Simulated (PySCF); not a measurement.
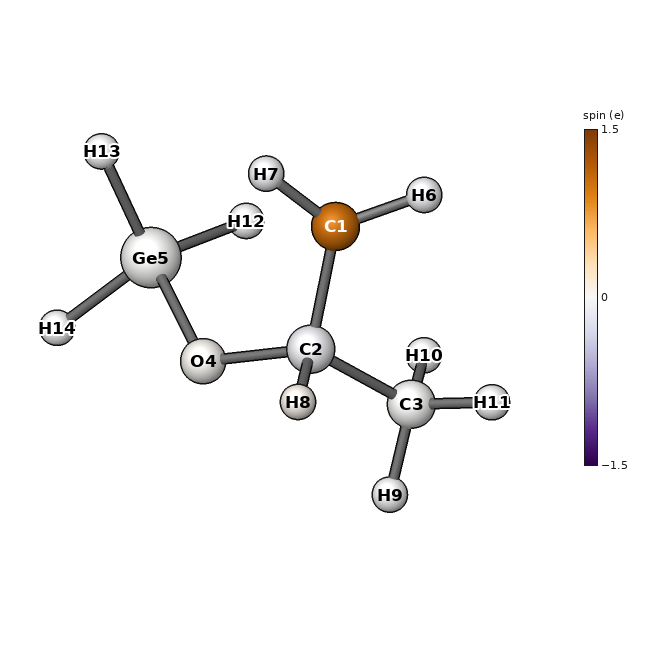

Atoms are coloured by their Mulliken spin populations. State: neutral, doublet. Computed geometry: GFN2-xTB optimisation. No frequency run is at hand to confirm it as a minimum. Level of theory: UKS B3LYP, def2-TZVP-core on Ge, pcH-1 on C H O, non-relativistic (PySCF 2.14.0).

### Which atom carries the largest spin population?

C1 (1.05 e).

### Which atom has the lowest spin population?

C2 (−0.07 e); a negative value comes from spin polarisation.

List the Mulliken spin populations.

| atom | value (e) |
| --- | --- |
| C1 | 1.05 |
| C2 | −0.07 |
| C3 | 0.01 |
| O4 | 0.03 |
| Ge5 | 0.01 |
| H6 | −0.04 |
| H7 | −0.04 |
| H8 | 0.05 |
| H9 | 0.00 |
| H10 | 0.00 |
| H11 | 0.00 |
| H12 | 0.00 |
| H13 | 0.00 |
| H14 | 0.00 |

Mulliken values depend strongly on the basis set. The geometry is semi-empirical. Around Ge such bond lengths and angles can be off by a tenth of an ångström or more and by several degrees, and values that hang on the shape move with them.
